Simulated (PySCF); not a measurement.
# Geometry relaxation of C3H8GeO

C3H8GeO, SMILES C=[CH][GeH2][O]C, computed with PBE0-D3(BJ)/def2-SVP geometry optimisation, gas phase (PySCF 2.14.0).

It belongs to a series of runs on one base structure; here: constitutional isomer.

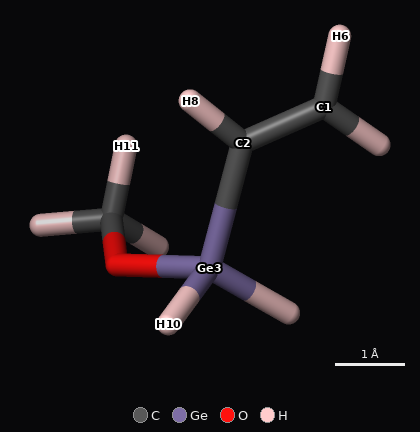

Fig. 1: The starting structure (stick view, seen at a tilt; atoms are numbered from 1 in the order of the input). Sticks mark near contacts.

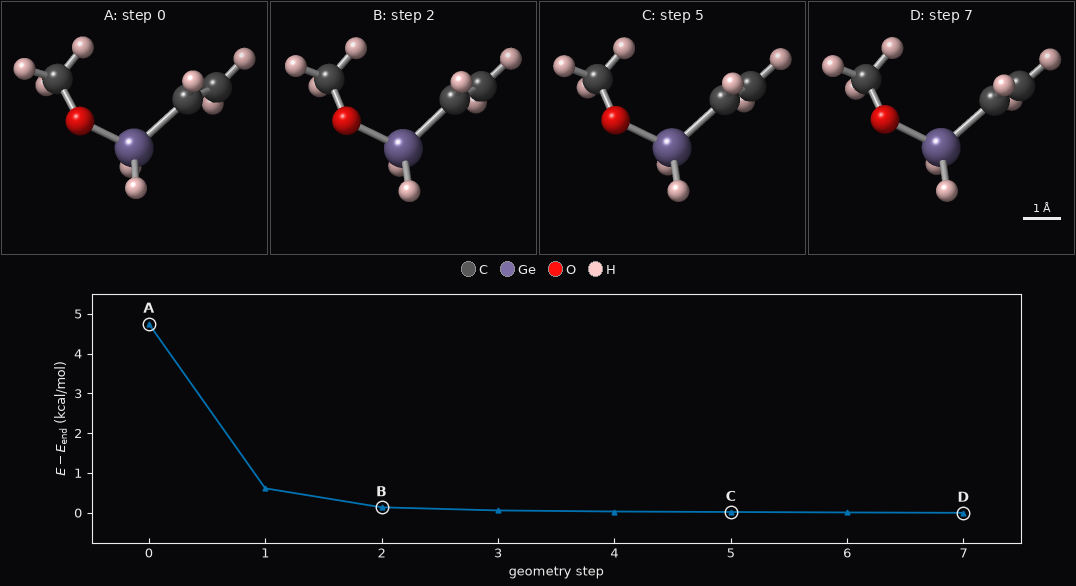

Fig. 2: Frames of the relaxation (ball-and-stick view, seen at a tilt) above the curves, on which the letters mark them (steps are counted from 0).

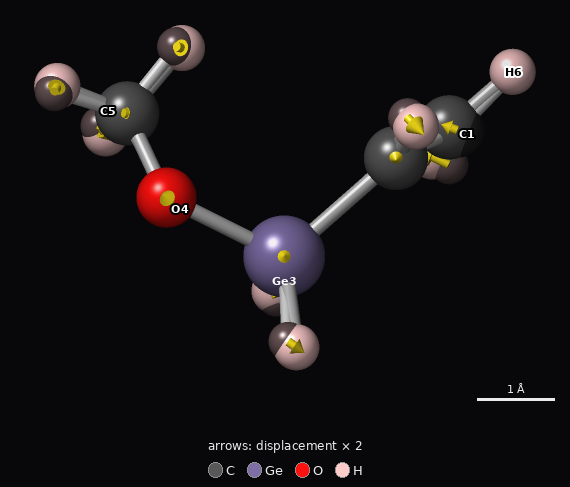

Fig. 3: Start (faint) and end (solid) with the displacements as yellow arrows, magnified 2 times (ball-and-stick view, seen at a tilt). The two geometries are laid on each other by the best rigid fit. Over 7 geometry steps the energy falls by 4.75 kcal/mol. The largest force component goes from 2.5 to 0.019 eV/Å. The atom that moves furthest after the best rigid fit is H7 (0.24 Å). By element the largest moves are H 0.24 Å, O 0.12 Å, C 0.11 Å, Ge 0.07 Å. Among the contacts that change: Ge3–O4 1.716 → 1.786 Å, Ge3–H9 1.491 → 1.547 Å, C2–Ge3 1.970 → 1.937 Å, C5–H12 1.077 → 1.108 Å. Among the angles that change: Ge3–O4–C5 126.6° → 120.0°, O4–Ge3–H10 98.3° → 103.5°, O4–C5–H11 110.7° → 112.9°. (Atoms are counted from 1 in the order of the input.)

The input that produced these results follows, with the program's output.

Input
```
{"job": {"xc": "PBE0", "basis": "def2-SVP", "d3": "d3bj", "grid": 1, "shake": 0.01, "kind": "geom"}, "charge": 0, "multiplicity": 1}
C      2.152370     0.985090    -0.177600
C      1.403570     0.128240     0.491280
Ge     0.200350    -1.188630    -0.345700
O     -1.386580    -0.982030     0.274770
C     -2.172610     0.198670     0.213340
H      2.758280     1.746620     0.300530
H      2.140070     1.024600    -1.260720
H      1.449810     0.146170     1.572230
H      0.222630    -1.020440    -1.826580
H      0.420200    -2.611790     0.090370
H     -1.642300     1.044020     0.680670
H     -2.421980     0.469260    -0.798530
H     -3.117990     0.043340     0.775600
```

The first line tells a small driver script what to run in PySCF; the rest is the geometry in Å.

Launched with:
```bash
OMP_NUM_THREADS=1 python <driver script> task.json out
```

What the program printed
```
step   0  E = -2270.43568090  max force = 0.049042
step   1  E = -2270.44226789  max force = 0.015762
step   2  E = -2270.44302843  max force = 0.006324
step   3  E = -2270.44315382  max force = 0.001337
step   4  E = -2270.44319708  max force = 0.001226
step   5  E = -2270.44321626  max force = 0.000326
step   6  E = -2270.44323451  max force = 0.000626
step   7  E = -2270.44324949  max force = 0.000363
optimisation converged
```

Trajectory as extended XYZ (Å, eV, eV/Å), 8 frames, from step=0 to step=7
```
13
Properties=species:S:1:pos:R:3:forces:R:3 step=0 energy=-61781.70175
C     2.1524    0.9851   -0.1776    0.0503   0.5223  -0.5274
C     1.4036    0.1282    0.4913   -0.6378  -1.0140  -0.0770
Ge    0.2004   -1.1886   -0.3457    1.6414   0.3995   0.5131
O    -1.3866   -0.9820    0.2748   -2.5218   0.8417   0.7089
C    -2.1726    0.1987    0.2133    0.6197  -0.8387   1.0738
H     2.7583    1.7466    0.3005    0.3358   0.1751   0.2900
H     2.1401    1.0246   -1.2607    0.0453  -0.0233  -0.4940
H     1.4498    0.1462    1.5722   -0.0748  -0.0290   0.5816
H     0.2226   -1.0204   -1.8266    0.0918   0.1726  -1.0512
H     0.4202   -2.6118    0.0904    0.3898  -0.5423   0.0916
H    -1.6423    1.0440    0.6807   -0.0095   0.1748   0.0150
H    -2.4220    0.4693   -0.7985   -0.2343   0.2374  -0.9588
H    -3.1180    0.0433    0.7756    0.3041  -0.0761  -0.1657
13
Properties=species:S:1:pos:R:3:forces:R:3 step=1 energy=-61781.88099
C     2.0698    0.9793   -0.1808   -0.1376   0.1834  -0.0820
C     1.3535    0.0899    0.5100   -0.0003  -0.2012  -0.0011
Ge    0.1996   -1.2328   -0.3247   -0.6237   0.1680   0.4160
O    -1.4809   -1.0017    0.3417    0.8105  -0.3899  -0.3400
C    -2.1059    0.2325    0.2135   -0.1220   0.1385   0.0403
H     2.6785    1.7463    0.3100    0.0948  -0.0552   0.0295
H     2.0441    1.0219   -1.2750    0.0145  -0.0320  -0.0466
H     1.4117    0.1015    1.6050   -0.0406  -0.0023   0.0277
H     0.2202   -1.0248   -1.8583   -0.0424   0.0043   0.0572
H     0.5165   -2.6788    0.0852    0.0152   0.0397  -0.0309
H    -1.5141    1.0537    0.6603   -0.0121   0.1018  -0.0123
H    -2.3136    0.5020   -0.8413   -0.0139   0.0320  -0.0049
H    -3.0744    0.1939    0.7444    0.0576   0.0127  -0.0528
13
Properties=species:S:1:pos:R:3:forces:R:3 step=2 energy=-61781.90168
C     2.0428    0.9808   -0.1841    0.0464   0.0373   0.0522
C     1.3531    0.0865    0.5301    0.0237  -0.0304  -0.0679
Ge    0.2003   -1.2230   -0.3057   -0.3252   0.0232   0.1885
O    -1.4635   -1.0069    0.3404    0.2303  -0.0132  -0.1261
C    -2.0958    0.2310    0.2053   -0.0760   0.0315   0.0048
H     2.7012    1.7183    0.2893   -0.0092   0.0203  -0.0073
H     1.9895    1.0178   -1.2788   -0.0063  -0.0146   0.0102
H     1.4294    0.0903    1.6248    0.0334   0.0079  -0.0182
H     0.2064   -0.9935   -1.8329    0.0049   0.0078  -0.0148
H     0.5294   -2.6707    0.0785    0.0251  -0.0121  -0.0102
H    -1.5199    1.0673    0.6498    0.0231  -0.0325  -0.0056
H    -2.3002    0.4975   -0.8513    0.0202  -0.0181  -0.0036
H    -3.0676    0.1875    0.7247    0.0097  -0.0072  -0.0020
13
Properties=species:S:1:pos:R:3:forces:R:3 step=3 energy=-61781.90510
C     2.0536    0.9898   -0.1791   -0.0181  -0.0562  -0.0685
C     1.3652    0.0821    0.5206    0.0513   0.0477   0.0687
Ge    0.1860   -1.2215   -0.2918    0.0167   0.0051  -0.0380
O    -1.4643   -1.0059    0.3511   -0.0377   0.0523   0.0244
C    -2.1035    0.2279    0.1998   -0.0208   0.0231  -0.0192
H     2.7211    1.7181    0.2967   -0.0312  -0.0139   0.0220
H     1.9911    1.0419   -1.2726   -0.0053   0.0084  -0.0043
H     1.4605    0.0747    1.6134    0.0137  -0.0124   0.0198
H     0.1764   -0.9903   -1.8191    0.0090  -0.0007  -0.0276
H     0.5255   -2.6697    0.0825    0.0143  -0.0007   0.0085
H    -1.5254    1.0708    0.6284    0.0018  -0.0278   0.0013
H    -2.3080    0.4755   -0.8614    0.0092  -0.0151   0.0037
H    -3.0732    0.1894    0.7215   -0.0030  -0.0099   0.0093
13
Properties=species:S:1:pos:R:3:forces:R:3 step=4 energy=-61781.90627
C     2.0512    0.9820   -0.1838    0.0033   0.0141   0.0353
C     1.3755    0.0782    0.5321   -0.0250  -0.0165  -0.0206
Ge    0.1867   -1.2148   -0.2859    0.0630  -0.0286  -0.0252
O    -1.4637   -1.0000    0.3534   -0.0564   0.0164   0.0387
C    -2.1084    0.2298    0.1966    0.0023   0.0057  -0.0198
H     2.7184    1.7123    0.2884    0.0117   0.0053  -0.0215
H     1.9716    1.0350   -1.2762   -0.0040   0.0014   0.0089
H     1.4851    0.0682    1.6239    0.0146   0.0021  -0.0102
H     0.1803   -0.9764   -1.8137    0.0098   0.0038  -0.0002
H     0.5287   -2.6649    0.0807   -0.0063  -0.0040   0.0044
H    -1.5318    1.0739    0.6233   -0.0087   0.0026   0.0032
H    -2.3103    0.4708   -0.8664   -0.0029  -0.0001   0.0043
H    -3.0784    0.1887    0.7176   -0.0014  -0.0021   0.0028
13
Properties=species:S:1:pos:R:3:forces:R:3 step=5 energy=-61781.90679
C     2.0529    0.9809   -0.1829   -0.0070   0.0167  -0.0006
C     1.3818    0.0749    0.5344   -0.0156  -0.0074  -0.0053
Ge    0.1879   -1.2139   -0.2833    0.0138  -0.0095  -0.0041
O    -1.4638   -0.9953    0.3580   -0.0028   0.0075   0.0139
C    -2.1127    0.2317    0.1950   -0.0001  -0.0120  -0.0115
H     2.7274    1.7101    0.2805    0.0031  -0.0019   0.0048
H     1.9601    1.0379   -1.2738    0.0038  -0.0011  -0.0049
H     1.4999    0.0604    1.6252    0.0144  -0.0054  -0.0072
H     0.1830   -0.9734   -1.8113    0.0046   0.0019   0.0077
H     0.5271   -2.6652    0.0821   -0.0107   0.0012   0.0042
H    -1.5398    1.0802    0.6175   -0.0014   0.0052   0.0025
H    -2.3169    0.4660   -0.8689   -0.0013   0.0022   0.0013
H    -3.0820    0.1885    0.7175   -0.0007   0.0025  -0.0009
13
Properties=species:S:1:pos:R:3:forces:R:3 step=6 energy=-61781.90729
C     2.0554    0.9822   -0.1844   -0.0105   0.0068  -0.0045
C     1.3933    0.0688    0.5321   -0.0047  -0.0028   0.0079
Ge    0.1870   -1.2137   -0.2767   -0.0204   0.0131  -0.0036
O    -1.4627   -0.9868    0.3709    0.0322   0.0056  -0.0044
C    -2.1188    0.2344    0.1921    0.0012  -0.0255   0.0005
H     2.7391    1.7026    0.2791   -0.0014   0.0041  -0.0003
H     1.9469    1.0537   -1.2731    0.0042  -0.0049  -0.0044
H     1.5311    0.0438    1.6203    0.0077  -0.0118   0.0014
H     0.1783   -0.9725   -1.8046   -0.0033  -0.0030   0.0066
H     0.5202   -2.6665    0.0885   -0.0105   0.0051   0.0062
H    -1.5506    1.0923    0.6014    0.0051   0.0044   0.0009
H    -2.3282    0.4521   -0.8741    0.0013   0.0035  -0.0030
H    -3.0861    0.1922    0.7185   -0.0009   0.0054  -0.0032
13
Properties=species:S:1:pos:R:3:forces:R:3 step=7 energy=-61781.90770
C     2.0520    0.9828   -0.1857   -0.0129   0.0001  -0.0173
C     1.4082    0.0585    0.5336    0.0166   0.0100   0.0111
Ge    0.1856   -1.2130   -0.2672   -0.0157   0.0089  -0.0063
O    -1.4593   -0.9756    0.3878    0.0186   0.0012  -0.0042
C    -2.1212    0.2389    0.1880    0.0080  -0.0182   0.0080
H     2.7460    1.6993    0.2687   -0.0049  -0.0029   0.0096
H     1.9180    1.0670   -1.2706    0.0011  -0.0007  -0.0057
H     1.5741    0.0175    1.6173   -0.0030  -0.0089   0.0046
H     0.1698   -0.9688   -1.7943   -0.0057  -0.0044   0.0031
H     0.5088   -2.6683    0.0960   -0.0053   0.0011   0.0061
H    -1.5562    1.1065    0.5811    0.0034   0.0046  -0.0007
H    -2.3333    0.4361   -0.8816    0.0009   0.0049  -0.0052
H    -3.0875    0.2021    0.7168   -0.0011   0.0043  -0.0031
```

Key numbers

- outcome: converged
- total energy: −2270.443249 hartree
- dipole moment: 1.78 D
- point group: C1
- hardware: 1 CPU thread, shared host
- wall time: 82 s
- peak memory: 0.54 GiB
